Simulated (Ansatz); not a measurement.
## Run report: Si3H8O2, geometry relaxation (part 2 of 2)

The same run, continued: Si3H8O2; RKS B3LYP-D4/6-31G (Ansatz 0.2.0). It belongs to a series of runs on one base structure; here: start relaxed.

Geometry of the input (Å):
```
Si 0.0000  0.0000  0.0000
H  0.0000  0.0000  1.4600
H  1.3768  0.0000  -0.4862
O  -0.7913  1.3709  -0.5594
Si -2.4002  1.4263  -1.0396
H  -3.2124  0.6421  -0.1138
H  -2.8620  2.8114  -1.0378
H  -2.5267  0.8736  -2.3850
O  -0.7913  -1.3709  -0.5594
Si -1.6730  -2.4329  0.3983
H  -1.2634  -2.2870  1.7920
H  -3.0964  -2.1323  0.2761
H  -1.4264  -3.8036  -0.0398
```

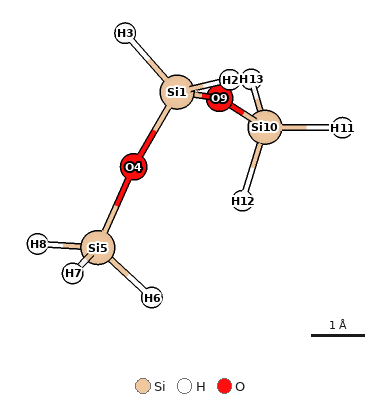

**Figure 1.** The geometry at step 8 of the log (ball-and-stick view, seen at a tilt; atoms are numbered from 1 in the order of the input).

Trajectory as extended XYZ, continued
```
13
Properties=species:S:1:pos:R:3:forces:R:3 step=3 energy=-27856.75874
Si    0.0977    0.0446    0.0279   -0.1186  -0.0575  -0.1681
H     0.1590    0.1313    1.5385    0.0105   0.0466  -0.1480
H     1.4529    0.0781   -0.6075   -0.0961  -0.0264   0.0142
O    -0.8183    1.3478   -0.6024   -0.1406  -0.2842   0.0995
Si   -2.4633    1.5350   -1.1115    0.0834   0.1282   0.0180
H    -3.3803    0.7920   -0.1639    0.0497   0.0781  -0.0873
H    -2.7840    3.0055   -1.0885    0.0355  -0.1354   0.0144
H    -2.6594    0.9985   -2.5047    0.0110   0.0126   0.0778
O    -0.7119   -1.4255   -0.3620    0.0092   0.1028   0.3842
Si   -1.6822   -2.6002    0.4625    0.1273   0.0862  -0.1276
H    -1.3545   -2.5441    1.9413   -0.0817  -0.0440  -0.1308
H    -3.1455   -2.2990    0.2602    0.1001  -0.0028   0.0206
H    -1.3765   -3.9662   -0.0847    0.0101   0.0958   0.0330
13
Properties=species:S:1:pos:R:3:forces:R:3 step=4 energy=-27856.83431
Si    0.1112    0.0539    0.0356   -0.0935  -0.0649   0.1438
H     0.2986    0.2650    1.5208    0.0561   0.0418  -0.1320
H     1.4054    0.0591   -0.7175   -0.0757  -0.0394   0.0062
O    -0.8899    1.2718   -0.5793   -0.1073   0.1085  -0.0664
Si   -2.4841    1.5832   -1.1317    0.0412  -0.0656   0.0896
H    -3.4769    0.8912   -0.2252    0.0299   0.0695  -0.0735
H    -2.7127    3.0644   -1.0951    0.0133  -0.0236  -0.0094
H    -2.6738    1.0673   -2.5327    0.0101   0.0291   0.0323
O    -0.6928   -1.4278   -0.1629    0.0619  -0.1199   0.0367
Si   -1.6715   -2.6645    0.4956    0.0234   0.0944   0.0465
H    -1.4600   -2.7038    1.9923   -0.0465  -0.0592  -0.0824
H    -3.1245   -2.3773    0.2168    0.0792  -0.0180  -0.0040
H    -1.2952   -3.9849   -0.1114    0.0079   0.0474   0.0125
13
Properties=species:S:1:pos:R:3:forces:R:3 step=5 energy=-27856.87207
Si    0.0926    0.0546    0.0525    0.1423  -0.0183  -0.0576
H     0.4217    0.3970    1.4750   -0.0228   0.0347   0.0447
H     1.3129    0.0197   -0.8083    0.0071  -0.0113  -0.0308
O    -0.9557    1.2315   -0.5608   -0.0573  -0.0964   0.0662
Si   -2.5056    1.6313   -1.1471   -0.0335   0.0976  -0.0669
H    -3.5719    0.9857   -0.3033   -0.0042  -0.0048   0.0077
H    -2.6624    3.1224   -1.0942    0.0107  -0.0286   0.0058
H    -2.6674    1.1629   -2.5671   -0.0027  -0.0038   0.0114
O    -0.6221   -1.4758    0.0179   -0.0650   0.0453   0.0368
Si   -1.6489   -2.7255    0.5427    0.0308  -0.0625  -0.0221
H    -1.5461   -2.8786    2.0371   -0.0170  -0.0042  -0.0054
H    -3.0759   -2.4192    0.1803    0.0089   0.0201  -0.0022
H    -1.2375   -4.0084   -0.1193    0.0026   0.0322   0.0125
13
Properties=species:S:1:pos:R:3:forces:R:3 step=6 energy=-27856.88931
Si    0.0953    0.0515    0.0653   -0.0546  -0.0099  -0.0060
H     0.5150    0.5006    1.4352   -0.0089  -0.0007  -0.0115
H     1.2534   -0.0184   -0.8812   -0.0200  -0.0110  -0.0104
O    -1.0333    1.1554   -0.5292    0.0539  -0.0045   0.0186
Si   -2.5265    1.6631   -1.1589   -0.0115  -0.0227   0.0021
H    -3.6509    1.0753   -0.3487   -0.0137   0.0183  -0.0104
H    -2.5945    3.1599   -1.0988    0.0054  -0.0029  -0.0001
H    -2.6758    1.2110   -2.5861   -0.0012   0.0106   0.0035
O    -0.5948   -1.4819    0.1781    0.0525   0.0345   0.0177
Si   -1.6301   -2.7650    0.5690   -0.0037  -0.0078   0.0111
H    -1.6206   -3.0014    2.0550   -0.0017  -0.0052  -0.0036
H    -3.0356   -2.4453    0.1393   -0.0015   0.0006  -0.0087
H    -1.1678   -4.0072   -0.1337    0.0052   0.0006  -0.0024
13
Properties=species:S:1:pos:R:3:forces:R:3 step=7 energy=-27856.89046
Si    0.0874    0.0469    0.0770   -0.0523  -0.1050  -0.0083
H     0.5695    0.5661    1.4081   -0.0330  -0.0555  -0.1330
H     1.1874   -0.0559   -0.9439   -0.0530   0.0079   0.0986
O    -1.0830    1.1085   -0.5089   -0.0892   0.0247  -0.0049
Si   -2.5395    1.6873   -1.1652   -0.0017   0.0570   0.0263
H    -3.7285    1.1691   -0.3922    0.1003  -0.0067  -0.0270
H    -2.5362    3.1882   -1.1014    0.0150  -0.0318   0.0155
H    -2.6788    1.2669   -2.6036    0.0144  -0.0325   0.0225
O    -0.5692   -1.4933    0.2924    0.0366   0.0657   0.0475
Si   -1.6088   -2.7996    0.5963    0.0234   0.0318  -0.0061
H    -1.6634   -3.0917    2.0758    0.0047   0.0253  -0.0910
H    -2.9972   -2.4818    0.1044    0.0274   0.0037   0.0308
H    -1.1060   -4.0130   -0.1334    0.0074   0.0153   0.0291
13
Properties=species:S:1:pos:R:3:forces:R:3 step=8 energy=-27856.89250
Si    0.0761    0.0462    0.0695    0.0127  -0.0390   0.0175
H     0.5557    0.5523    1.4040   -0.0458  -0.0341  -0.0816
H     1.1940   -0.0515   -0.9293   -0.0613   0.0024   0.0372
O    -1.0822    1.1216   -0.5154    0.0067  -0.0160   0.0155
Si   -2.5394    1.6999   -1.1683    0.0186  -0.0660   0.0584
H    -3.7090    1.1560   -0.3864    0.0392   0.0468  -0.0277
H    -2.5347    3.1999   -1.0950   -0.0170  -0.0371  -0.0202
H    -2.6780    1.2542   -2.5991   -0.0038   0.0391   0.0017
O    -0.5791   -1.4941    0.2717    0.0111   0.0482   0.0185
Si   -1.6107   -2.8025    0.5896    0.0267   0.0510   0.0476
H    -1.6579   -3.0778    2.0711    0.0068   0.0111  -0.0602
H    -3.0044   -2.4848    0.1144    0.0302  -0.0281  -0.0086
H    -1.0966   -4.0218   -0.1215   -0.0242   0.0217   0.0019
13
Properties=species:S:1:pos:R:3:forces:R:3 step=9 energy=-27856.89514
Si    0.0713    0.0423    0.0713    0.0033   0.0169   0.0126
H     0.5693    0.5628    1.3861    0.0022   0.0006  -0.0025
H     1.1663   -0.0672   -0.9465   -0.0115  -0.0035  -0.0020
O    -1.0959    1.1118   -0.5021    0.0123  -0.0181  -0.0009
Si   -2.5392    1.7031   -1.1665   -0.0064   0.0057  -0.0019
H    -3.7206    1.1801   -0.3956    0.0001   0.0019   0.0008
H    -2.5245    3.2015   -1.0984   -0.0015   0.0022  -0.0019
H    -2.6724    1.2710   -2.6014    0.0005   0.0022  -0.0009
O    -0.5788   -1.4901    0.3102    0.0003  -0.0009  -0.0031
Si   -1.6043   -2.8063    0.5974   -0.0015  -0.0088   0.0077
H    -1.6694   -3.0952    2.0715    0.0001   0.0000  -0.0037
H    -2.9912   -2.5012    0.0996    0.0026  -0.0016  -0.0042
H    -1.0770   -4.0152   -0.1201   -0.0006   0.0034   0.0002
13
Properties=species:S:1:pos:R:3:forces:R:3 step=10 energy=-27856.89556
Si    0.0630    0.0394    0.0755    0.0127  -0.0031   0.0100
H     0.5940    0.5871    1.3666   -0.0059  -0.0102  -0.0164
H     1.1303   -0.0870   -0.9714   -0.0134  -0.0045   0.0147
O    -1.1188    1.0955   -0.4904   -0.0131  -0.0119  -0.0066
Si   -2.5428    1.7163   -1.1685   -0.0071   0.0152   0.0015
H    -3.7439    1.2166   -0.4125    0.0109  -0.0015   0.0020
H    -2.5016    3.2148   -1.0996    0.0028  -0.0052   0.0037
H    -2.6698    1.2920   -2.6064    0.0055  -0.0057  -0.0003
O    -0.5738   -1.4913    0.3629   -0.0047   0.0207  -0.0094
Si   -1.5953   -2.8198    0.6077    0.0005  -0.0096   0.0046
H    -1.6888   -3.1302    2.0760    0.0014   0.0031  -0.0142
H    -2.9741   -2.5209    0.0827    0.0093   0.0038   0.0028
H    -1.0447   -4.0149   -0.1170    0.0010   0.0088   0.0076
13
Properties=species:S:1:pos:R:3:forces:R:3 step=11 energy=-27856.89555 accepted=F
Si    0.0635    0.0389    0.0755   -0.0257   0.0141   0.0222
H     0.5989    0.5908    1.3619    0.0040  -0.0049  -0.0068
H     1.1264   -0.0909   -0.9744   -0.0056  -0.0073   0.0013
O    -1.1234    1.0914   -0.4869    0.0153  -0.0057  -0.0157
Si   -2.5434    1.7164   -1.1683    0.0033   0.0055   0.0031
H    -3.7430    1.2182   -0.4115   -0.0121  -0.0042   0.0027
H    -2.5006    3.2143   -1.1004    0.0054   0.0054   0.0054
H    -2.6686    1.2927   -2.6065    0.0022  -0.0079  -0.0015
O    -0.5751   -1.4885    0.3726    0.0079   0.0060  -0.0150
Si   -1.5949   -2.8192    0.6083   -0.0027  -0.0093   0.0028
H    -1.6939   -3.1334    2.0747    0.0006  -0.0006  -0.0035
H    -2.9715   -2.5218    0.0781    0.0008   0.0070   0.0006
H    -1.0406   -4.0114   -0.1176    0.0066   0.0020   0.0043
13
Properties=species:S:1:pos:R:3:forces:R:3 step=12 energy=-27856.89568
Si    0.0622    0.0391    0.0749    0.0055  -0.0010   0.0053
H     0.5929    0.5868    1.3655   -0.0031  -0.0052  -0.0082
H     1.1297   -0.0890   -0.9708   -0.0066  -0.0026   0.0074
O    -1.1194    1.0946   -0.4923   -0.0058  -0.0076  -0.0046
Si   -2.5431    1.7176   -1.1685   -0.0020   0.0078   0.0017
H    -3.7427    1.2180   -0.4106    0.0046  -0.0006   0.0013
H    -2.5001    3.2158   -1.0985    0.0014  -0.0020   0.0020
H    -2.6711    1.2931   -2.6062    0.0022  -0.0026  -0.0002
O    -0.5756   -1.4906    0.3624   -0.0039   0.0114  -0.0051
Si   -1.5950   -2.8203    0.6076    0.0020  -0.0046   0.0022
H    -1.6904   -3.1286    2.0759    0.0003   0.0015  -0.0068
H    -2.9729   -2.5235    0.0799    0.0045   0.0014   0.0011
H    -1.0407   -4.0153   -0.1138    0.0009   0.0040   0.0041
13
Properties=species:S:1:pos:R:3:forces:R:3 step=13 energy=-27856.89580
Si    0.0577    0.0373    0.0735   -0.0001   0.0009  -0.0003
H     0.5942    0.5905    1.3580    0.0028   0.0039   0.0076
H     1.1204   -0.0984   -0.9751    0.0054   0.0006  -0.0051
O    -1.1253    1.0895   -0.4949   -0.0008   0.0015  -0.0047
Si   -2.5442    1.7246   -1.1686    0.0027  -0.0012  -0.0004
H    -3.7456    1.2317   -0.4101   -0.0033  -0.0006   0.0016
H    -2.4906    3.2221   -1.0957    0.0004   0.0022  -0.0001
H    -2.6749    1.3023   -2.6068   -0.0014   0.0014   0.0003
O    -0.5794   -1.4895    0.3722   -0.0064  -0.0055   0.0000
Si   -1.5916   -2.8254    0.6101    0.0017   0.0014  -0.0036
H    -1.6991   -3.1317    2.0770   -0.0006  -0.0009   0.0063
H    -2.9658   -2.5376    0.0688   -0.0012  -0.0017  -0.0013
H    -1.0220   -4.0178   -0.1031    0.0007  -0.0019  -0.0003
```
